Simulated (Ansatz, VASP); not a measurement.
# Cross-check of BAs between VASP and Ansatz, part 2 of 2

One calculation is typed for both programs; each brings its own data sets and cutoff. How far apart do they land?  The cell comes out of the VASP series on this material, whose earlier steps may have relaxed, scaled or displaced it; both programs get it as it stands.

VASP 6.6.1 and Ansatz 0.2.0.

So far. Step 2 (VASP: band structure, PBE): The run ends at a pressure of 3.50 GPa.

### 5. VASP: single point, PBE

Level of this step: PBE; plane waves and PAW (B, As) (VASP).

A single point gives forces, pressure and levels at one fixed geometry, so differences don't come from the geometry; what else differs is listed under the comparison.

Input file INCAR:

```
SYSTEM = BAs
PREC = Accurate
ENCUT = 420
EDIFF = 1E-08
NELM = 100
ISMEAR = 0
SIGMA = 0.02
LREAL = .FALSE.
ALGO = Normal
GGA = PE
NBANDS = 10
LORBIT = 11
LWAVE = .FALSE.
LCHARG = .FALSE.
KPAR = 4
```

Input file POSCAR:

```
BAs
1.0
    0.0000000000      2.3885000000      2.3885000000
    2.3885000000      0.0000000000      2.3885000000
    2.3885000000      2.3885000000      0.0000000000
B As
1 1
Direct
    0.0000000000      0.0000000000      0.0000000000
    0.2500000000      0.2500000000      0.2500000000
```

Input file KPOINTS:

```
Automatic mesh
0
Gamma
10 10 10
0 0 0
```

Input file KPOINTS_OPT:

```
points round the band edges
26
Reciprocal
  0.0000000000   0.0000000000   0.0000000000 1
  0.3913043500   0.0000000000   0.3913043500 1
  0.0000000000  -0.0030411327  -0.0030411327 1
 -0.0000000000   0.0030411327   0.0030411327 1
 -0.0030411327   0.0000000000  -0.0030411327 1
  0.0030411327   0.0000000000   0.0030411327 1
 -0.0030411327  -0.0030411327   0.0000000000 1
  0.0030411327   0.0030411327   0.0000000000 1
  0.0000000000  -0.0114042474  -0.0114042474 1
 -0.0000000000   0.0114042474   0.0114042474 1
 -0.0114042474   0.0000000000  -0.0114042474 1
  0.0114042474   0.0000000000   0.0114042474 1
 -0.0114042474  -0.0114042474   0.0000000000 1
  0.0114042474   0.0114042474   0.0000000000 1
  0.3913043500  -0.0030411327   0.3882632173 1
  0.3913043500   0.0030411327   0.3943454827 1
  0.3882632173   0.0000000000   0.3882632173 1
  0.3943454827   0.0000000000   0.3943454827 1
  0.3882632173  -0.0030411327   0.3913043500 1
  0.3943454827   0.0030411327   0.3913043500 1
  0.3913043500  -0.0114042474   0.3799001026 1
  0.3913043500   0.0114042474   0.4027085974 1
  0.3799001026   0.0000000000   0.3799001026 1
  0.4027085974   0.0000000000   0.4027085974 1
  0.3799001026  -0.0114042474   0.3913043500 1
  0.4027085974   0.0114042474   0.3913043500 1
```

PAW data sets: B and As (PBE family, release 64).

Started as:

```
$ mpirun -np 4 vasp_std
```

Numbers of over 12 decimals in the logs are rounded to 6 here.

The program printed:

```text
[... set-up lines as in an earlier step ...]
 entering main loop
       N       E                     dE             d eps       ncg     rms          rms(c)
DAV:   1     0.959067389155E+01    0.95907E+01   -0.34324E+03   940   0.599E+02
DAV:   2    -0.115439007369E+02   -0.21135E+02   -0.20279E+02  1304   0.966E+01
DAV:   3    -0.120438038165E+02   -0.49990E+00   -0.49935E+00  1110   0.150E+01
DAV:   4    -0.120449634258E+02   -0.11596E-02   -0.11595E-02  1166   0.840E-01
[...]
DAV:  13    -0.114028530075E+02   -0.60282E-07   -0.87427E-08  1138   0.203E-03    0.112E-03
DAV:  14    -0.114028531246E+02   -0.11710E-06   -0.14741E-08  1006   0.845E-04    0.958E-05
DAV:  15    -0.114028531314E+02   -0.67355E-08   -0.34518E-10   584   0.146E-04
   1 F= -.11402853E+02 E0= -.11402853E+02  d E =-.481377E-15
 Start KPOINTS_OPT (optional k-point list driver)
k-point batch [1-26\26]
       N       E                     dE             ncg
DAV:   1     0.103041649497E+04   -0.30740E+04      520
DAV:   2     0.401905822893E+03   -0.62851E+03      786
DAV:   3     0.384767834429E+03   -0.17138E+02      608
DAV:   4     0.384707727872E+03   -0.60107E-01      654
DAV:   5     0.384707598182E+03   -0.12969E-03      634
DAV:   6     0.384707597700E+03   -0.48260E-06      680
DAV:   7     0.384707597697E+03   -0.24534E-08      656
```

Parts of OUTCAR (step 5):

```text
  Total        0.5919058      0.5919058      0.5919058      0.0000000      0.0000000      0.0000000
  in kB       34.7982511     34.7982511     34.7982511      0.0000000      0.0000000      0.0000000
  external PRESSURE =      34.7982511 kB  Pullay stress =       0.0000000 kB

 POSITION                                       TOTAL-FORCE (eV/Angst)
 -----------------------------------------------------------------------------------
      0.00000      0.00000      0.00000        -0.000000     -0.000000     -0.000000
      1.19425      1.19425      1.19425         0.000000      0.000000      0.000000
 -----------------------------------------------------------------------------------
    total drift:                                0.000000      0.000000      0.000000

  FREE ENERGIE OF THE ION-ELECTRON SYSTEM (eV)
  ---------------------------------------------------
  free  energy   TOTEN  =       -11.4028531314 eV

  energy  without entropy=      -11.4028531314  energy(sigma->0) =      -11.40285313

[... 1 part as in an earlier step ...]

[... 2 further parts left out ...]
[key lines of the parts left out:]
E-fermi :   6.2287
```

The run ends at a pressure of 3.48 GPa.

### 6. Ansatz: single point, PBE

The same cell, functional, mesh and smearing now go to Ansatz, which takes its cutoff from its data sets.

The cell comes out of the VASP series on this material, whose earlier steps may have relaxed, scaled or displaced it; both programs get it as it stands.

Input file input.yaml:

```yaml
crystal:
  lattice:
    - [0.0, 2.3885, 2.3885]
    - [2.3885, 0.0, 2.3885]
    - [2.3885, 2.3885, 0.0]
  atoms:
    - { symbol: B, position: [0.0, 0.0, 0.0] }
    - { symbol: As, position: [0.25, 0.25, 0.25] }
hamiltonian:
  xc: pbe
  pseudopotentials: { kind: paw }
kpoints:
  mp_grid: { grid: [10, 10, 10] }
scf:
  occupations: { method: gaussian, width: 0.02 }
  n_extra_bands: 4
output:
  forces: true
  stress: true
  eigenvalues: true
  write_density: true
  write_potential: true
  elf: true
  volumetric_format: npy
```

Started as:

```
$ ansatz run input.yaml --threads 2 --pin off --max-ram 4608MiB --backend cpu --events-out ev --progress --plain --runs-dir out
```

The program printed:

```text
[...]
Crystal: 2 atoms, lattice volume = 27.252 Å³
Basis set: ecut = 420 eV, 531 PW (Γ), exchange–correlation on 48×48×48 points (8 copies of the dense FFT grid, shifted against one another)
Bands: 13, of which v1, the nominal top of the filled ones, is band 9 counted from 1 (8 counted from 0)
Symmetry: 24 space group operations
[...]
k-points: 47 of 1000 (time reversal used)
[...]
--- Band table (eV; the first three rows and the last of 47) ---
  k-point 0: bands = [... 5 lower, -4.2776, 11.1258, 11.1258, 11.1258, 14.4068, 14.4068, 14.4068, 15.7993]
  k-point 1: bands = [... 5 lower, -4.1133, 9.7311, 10.8247, 10.8247, 14.5513, 14.8042, 14.8042, 16.6770]
  k-point 2: bands = [... 5 lower, -3.6289, 7.3682, 10.2508, 10.2508, 14.3338, 15.5229, 15.5229, 18.3088]
  k-point 46: bands = [... 5 lower, 0.0472, 3.0160, 5.7739, 6.0280, 15.6618, 15.9932, 18.9577, 19.0721]
[key lines of the parts left out:]
SCF converged after 6 iterations
Free energy (F): -5012.100282 eV
Fermi energy:    11.717756 eV
P = ⅓ Tr σ = 2.7690 GPa (27.690 kbar)
```

The job ended after 0.97 s (2 threads of Arm Neoverse V2, shared host; peak memory 0.27 GiB).

The run ends at a pressure of 2.77 GPa.

### 7. Side by side

Compared:

```
              quantity  Ansatz   VASP  difference
        pressure (GPa)    2.77   3.48       -0.71
gap on the k mesh (eV)   1.184  1.172      +0.012
```

Ansatz's pressure holds a Pulay correction of 0.10 GPa; VASP's holds none.

### 8. VASP: band structure, PBE, spin-orbit coupling

The same path points are solved in both programs, so levels can be compared one by one.

Input file INCAR:

```
SYSTEM = BAs
PREC = Accurate
ENCUT = 420
EDIFF = 1E-06
NELM = 100
ISMEAR = 0
SIGMA = 0.02
LREAL = .FALSE.
ALGO = Normal
GGA = PE
LNONCOLLINEAR = .TRUE.
MAGMOM = 0 0 0 0 0 0
NBANDS = 20
GGA_COMPAT = .FALSE.
LASPH = .TRUE.
LSORBIT = .TRUE.
LORBIT = 11
LWAVE = .FALSE.
LCHARG = .FALSE.
KPAR = 4
ISIF = 2
```

POSCAR is that of step 5.

KPOINTS is that of step 5.

Input file KPOINTS_OPT:

```
Line mode
16
Line-mode
Reciprocal
  0.00000000   0.00000000   0.00000000 GAMMA
  0.50000000   0.00000000   0.50000000 X

  0.50000000   0.00000000   0.50000000 X
  0.50000000   0.25000000   0.75000000 W

  0.50000000   0.25000000   0.75000000 W
  0.37500000   0.37500000   0.75000000 K

  0.37500000   0.37500000   0.75000000 K
  0.00000000   0.00000000   0.00000000 GAMMA

  0.00000000   0.00000000   0.00000000 GAMMA
  0.50000000   0.50000000   0.50000000 L

  0.50000000   0.50000000   0.50000000 L
  0.62500000   0.25000000   0.62500000 U

  0.62500000   0.25000000   0.62500000 U
  0.50000000   0.25000000   0.75000000 W

  0.50000000   0.25000000   0.75000000 W
  0.50000000   0.50000000   0.50000000 L

  0.50000000   0.50000000   0.50000000 L
  0.37500000   0.37500000   0.75000000 K

  0.62500000   0.25000000   0.62500000 U
  0.50000000   0.00000000   0.50000000 X
```

Started as:

```
$ mpirun -np 4 vasp_ncl
```

The program printed:

```text
[... set-up lines as in an earlier step ...]
 entering main loop
       N       E                     dE             d eps       ncg     rms          rms(c)
DAV:   1     0.138614663719E+02    0.13861E+02   -0.28286E+03  2920   0.593E+02
DAV:   2    -0.110111057023E+02   -0.24873E+02   -0.23010E+02  4088   0.120E+02
DAV:   3    -0.120506716540E+02   -0.10396E+01   -0.10292E+01  3544   0.213E+01
DAV:   4    -0.120545899763E+02   -0.39183E-02   -0.39175E-02  3500   0.151E+00
[...]
DAV:  10    -0.114163241254E+02   -0.15672E-03   -0.20335E-04  3328   0.957E-02    0.406E-02
DAV:  11    -0.114163496207E+02   -0.25495E-04   -0.18961E-05  3488   0.346E-02    0.142E-02
DAV:  12    -0.114163502705E+02   -0.64977E-06   -0.89126E-07  3292   0.748E-03
   1 F= -.11416350E+02 E0= -.11416350E+02  d E =-.411142E-28  mag=    -0.0000    -0.0000     0.0000
 Start KPOINTS_OPT (optional k-point list driver)
k-point batch [1-73\160]
       N       E                     dE             ncg
DAV:   1     0.180164545731E+04   -0.12678E+05     2920
DAV:   2    -0.564697728752E+01   -0.18073E+04     4020
DAV:   3    -0.820905485637E+02   -0.76444E+02     3544
DAV:   4    -0.823762723936E+02   -0.28572E+00     3424
DAV:   5    -0.823770084784E+02   -0.73608E-03     3480
DAV:   6    -0.823770118361E+02   -0.33577E-05     3100
DAV:   7    -0.823770119258E+02   -0.89627E-07     2852
[...]
k-point batch [147-160\160]
       N       E                     dE             ncg
DAV:   1     0.168151222240E+05   -0.39038E+04      560
DAV:   2     0.164706713926E+05   -0.34445E+03      768
DAV:   3     0.164577946909E+05   -0.12877E+02      696
DAV:   4     0.164577507837E+05   -0.43907E-01      688
DAV:   5     0.164577506855E+05   -0.98207E-04      732
DAV:   6     0.164577506851E+05   -0.33835E-06      568
```

From OUTCAR (step 8):

```text
  Total        0.5895058      0.5895058      0.5895058     -0.0000000      0.0000000     -0.0000000
  in kB       34.6571566     34.6571566     34.6571566     -0.0000000      0.0000000     -0.0000000
  external PRESSURE =      34.6571566 kB  Pullay stress =       0.0000000 kB

 POSITION                                       TOTAL-FORCE (eV/Angst)
 -----------------------------------------------------------------------------------
      0.00000      0.00000      0.00000         0.000000      0.000000      0.000000
      1.19425      1.19425      1.19425        -0.000000     -0.000000     -0.000000
 -----------------------------------------------------------------------------------
    total drift:                                0.000000      0.000000      0.000000

  FREE ENERGIE OF THE ION-ELECTRON SYSTEM (eV)
  ---------------------------------------------------
  free  energy   TOTEN  =       -11.4163502705 eV

  energy  without entropy=      -11.4163502705  energy(sigma->0) =      -11.41635027

 magnetization (x)
# of ion       s       p       d       tot
------------------------------------------
    1       -0.000   0.000   0.000  -0.000
    2       -0.000  -0.000  -0.000  -0.000
--------------------------------------------------
tot         -0.000   0.000  -0.000  -0.000

 magnetization (y)
# of ion       s       p       d       tot
------------------------------------------
    1        0.000   0.000   0.000   0.000
    2        0.000  -0.000   0.000  -0.000
--------------------------------------------------
tot          0.000   0.000   0.000   0.000

 magnetization (z)
# of ion       s       p       d       tot
------------------------------------------
    1        0.000   0.000   0.000   0.000
    2        0.000  -0.000  -0.000  -0.000
--------------------------------------------------
tot          0.000   0.000  -0.000   0.000

[... 1 part as in an earlier step ...]

[... 2 further parts left out ...]
[key lines of the parts left out:]
E-fermi :   6.3380
```

The run ends at a pressure of 3.47 GPa.

### 9. Ansatz: band structure, PBE, spin-orbit coupling

The same cell, functional, mesh and smearing now go to Ansatz, which takes its cutoff from its data sets.

The cell comes out of the VASP series on this material, whose earlier steps may have relaxed, scaled or displaced it; both programs get it as it stands.

Input file input.yaml:

```yaml
crystal:
  lattice:
    - [0.0, 2.3885, 2.3885]
    - [2.3885, 0.0, 2.3885]
    - [2.3885, 2.3885, 0.0]
  atoms:
    - { symbol: B, position: [0.0, 0.0, 0.0] }
    - { symbol: As, position: [0.25, 0.25, 0.25] }
hamiltonian:
  xc: pbe
  pseudopotentials: { kind: paw_fr }
magnetization:
  noncollinear: true
  spin_orbit: true
kpoints:
  mp_grid: { grid: [10, 10, 10] }
  band_path:
    path:
      - [0.0, 0.0, 0.0]
      - [0.16667, 0.0, 0.16667]
      - [0.33333, 0.0, 0.33333]
      - [0.4, 0.0, 0.4]
      - [0.5, 0.0, 0.5]
      - [0.5, 0.08333, 0.58333]
      - [0.5, 0.18333, 0.68333]
      - [0.5, 0.25, 0.75]
      - [0.45, 0.3, 0.75]
      - [0.40833, 0.34167, 0.75]
      - [0.35, 0.35, 0.7]
      - [0.225, 0.225, 0.45]
      - [0.075, 0.075, 0.15]
      - [0.03333, 0.03333, 0.03333]
      - [0.23333, 0.23333, 0.23333]
      - [0.4, 0.4, 0.4]
      - [0.51667, 0.46667, 0.51667]
      - [0.55833, 0.38333, 0.55833]
      - [0.60833, 0.28333, 0.60833]
      - [0.60833, 0.25, 0.64167]
      - [0.55833, 0.25, 0.69167]
      - [0.51667, 0.25, 0.73333]
      - [0.5, 0.3, 0.7]
      - [0.5, 0.38333, 0.61667]
      - [0.5, 0.48333, 0.51667]
      - [0.475, 0.475, 0.55]
      - [0.425, 0.425, 0.65]
      - [0.38333, 0.38333, 0.73333]
      - [0.59167, 0.18333, 0.59167]
      - [0.55, 0.1, 0.55]
      - [0.5, 0.0, 0.5]
    npoints: 1
scf:
  occupations: { method: gaussian, width: 0.02 }
  n_extra_bands: 14
output:
  forces: true
  stress: true
  eigenvalues: true
```

Started as:

```
$ ansatz run input.yaml --threads 2 --pin off --max-ram 4608MiB --backend cpu --events-out ev --progress --plain --runs-dir out
```

The program printed:

```text
[...]
non-collinear run that drives no moment, with spin-orbit: no starting moment large enough to seed its density (crystal.atoms[].spin), no starting occupations that ask for one, no magnetisation constraint and no magnetic field, so the semilocal B_xc is pinned to zero
Crystal: 2 atoms, lattice volume = 27.252 Å³
[...]
k-point 1: bands = [... 14 lower, 10.7592, 10.7592, 10.8893, 10.8908, 14.5249, 14.5249, 14.7581, 14.7581, ... 10 higher]
  k-point 2: bands = [... 14 lower, 10.1790, 10.1790, 10.3168, 10.3189, 14.3320, 14.3320, 15.4551, 15.4551, ... 10 higher]
  k-point 46: bands = [... 14 lower, 5.6960, 5.8287, 6.0275, 6.0451, 15.6420, 15.6777, 15.9926, 15.9940, ... 10 higher]
[key lines of the parts left out:]
SCF converged after 7 iterations
Magnetization: |M| = 0.0000 μB,  M = (+0.0000, +0.0000, +0.0000) μB
Free energy (F): -5012.226472 eV
Fermi energy:    11.749810 eV
P = ⅓ Tr σ = 2.7590 GPa (27.590 kbar)
```

Wall time 5.5 s (2 threads); peak memory 0.41 GiB; 11 s of CPU time.

### 10. Differences

What differs besides the data sets and the points named for the pairs above, as far as they apply: spin-orbit coupling enters by fully relativistic files in Ansatz and inside the spheres in VASP; the data sets hold 18 valence electrons in Ansatz (fully relativistic PAW (standard-fr) files) and 8 in VASP. Total energies have different zeros and are not compared.

The two programs side by side:

| quantity | Ansatz | VASP | difference |
| --- | --- | --- | --- |
| pressure (GPa) | 2.76 | 3.47 | -0.71 |
| gap over the path points (eV) | 1.120 | 1.111 | +0.008 |

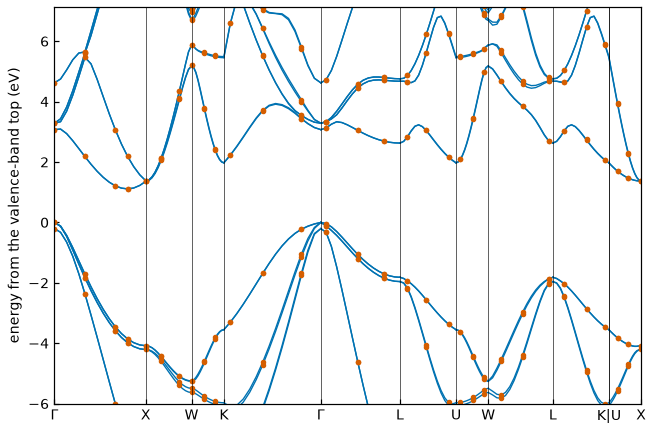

Bands from VASP (lines) and levels from Ansatz (dots). Dots without a line are higher empty bands that the VASP plot leaves out.

Levels at points of the path, from each program's valence-band top (eV; 6 filled, then empty):

```
k (reciprocal lattice)                                                               Ansatz                                                                 VASP
     0.000 0.000 0.000        -0.21 -0.21 0.00 0.00 0.00 0.00 3.08 3.08 3.29 3.29 3.29 3.29        -0.20 -0.20 0.00 0.00 0.00 0.00 3.07 3.07 3.29 3.29 3.29 3.29
     0.167 0.000 0.167    -2.37 -2.37 -1.83 -1.83 -1.71 -1.71 2.19 2.19 5.47 5.47 5.61 5.61    -2.36 -2.36 -1.83 -1.83 -1.71 -1.71 2.18 2.18 5.47 5.47 5.60 5.60
     0.333 0.000 0.333    -6.01 -6.01 -3.58 -3.58 -3.45 -3.45 1.22 1.22 3.08 3.08 9.02 9.02    -6.01 -6.01 -3.59 -3.59 -3.46 -3.46 1.21 1.21 3.06 3.06 9.00 9.00
     0.400 0.000 0.400  -7.38 -7.38 -3.98 -3.98 -3.85 -3.85 1.12 1.12 2.20 2.20 10.27 10.27  -7.39 -7.39 -3.98 -3.98 -3.85 -3.85 1.11 1.11 2.19 2.19 10.25 10.25
     0.500 0.000 0.500  -8.59 -8.59 -4.21 -4.21 -4.08 -4.08 1.38 1.38 1.39 1.39 11.25 11.25  -8.60 -8.60 -4.21 -4.21 -4.08 -4.08 1.36 1.36 1.38 1.38 11.22 11.22
     0.500 0.083 0.583  -8.50 -8.48 -4.60 -4.53 -4.44 -4.43 2.06 2.09 2.13 2.13 10.46 10.56  -8.51 -8.49 -4.60 -4.53 -4.44 -4.43 2.04 2.08 2.12 2.13 10.43 10.53
     0.500 0.183 0.683    -8.25 -8.19 -5.40 -5.27 -5.09 -5.08 4.08 4.12 4.36 4.36 8.10 8.23    -8.26 -8.20 -5.40 -5.28 -5.10 -5.09 4.06 4.10 4.35 4.36 8.08 8.21
     0.500 0.250 0.750    -8.16 -8.08 -5.63 -5.48 -5.25 -5.24 5.20 5.21 5.88 5.88 6.70 6.75    -8.17 -8.09 -5.63 -5.49 -5.26 -5.25 5.17 5.18 5.87 5.87 6.69 6.73
     0.450 0.300 0.750    -8.18 -8.11 -5.85 -5.75 -4.64 -4.58 3.75 3.79 5.60 5.63 7.59 7.70    -8.19 -8.12 -5.86 -5.76 -4.64 -4.59 3.74 3.77 5.59 5.62 7.57 7.68
     0.408 0.342 0.750    -8.22 -8.16 -6.02 -5.92 -3.84 -3.81 2.39 2.42 5.50 5.53 8.63 8.72    -8.23 -8.17 -6.02 -5.93 -3.85 -3.81 2.38 2.41 5.49 5.52 8.61 8.70
```

Among the levels compared (up to four filled and three empty ones at each point), filled levels agree within 14 meV and empty ones within 26 meV. Ansatz's pressure holds a Pulay correction of 0.10 GPa; VASP's holds none.

### 11. Summary of results

```
difference in gap over the path points (band structure, PBE)                      : 0.012 eV
difference in pressure (band structure, PBE)                                      : -0.73 GPa
difference in gap on the k mesh (single point, PBE)                               : 0.012 eV
difference in pressure (single point, PBE)                                        : -0.71 GPa
difference in gap over the path points (band structure, PBE, spin-orbit coupling) : 0.0083 eV
difference in pressure (band structure, PBE, spin-orbit coupling)                 : -0.71 GPa
```

In words: The difference in pressure is -0.73 GPa (band structure, PBE), within the 1 GPa picked in this series as the mark of a large difference. 2 further runs on this material are not shown. Differences of this kind measure data sets and numerical settings, not the functional's error against experiment.

[Lines on the potential files, build, host, timing and source positions are cut from VASP's logs without a mark.]

[Logs are printed without paths, hosts, clocks, repeated set-up lines and the standing remarks that a program may print on its own settings, such as how far it seeks lower states.]

[Hosts, paths, dates, database ids (printed as entryN), source tags and the programs' standing remarks are cut or masked in the printed files.]
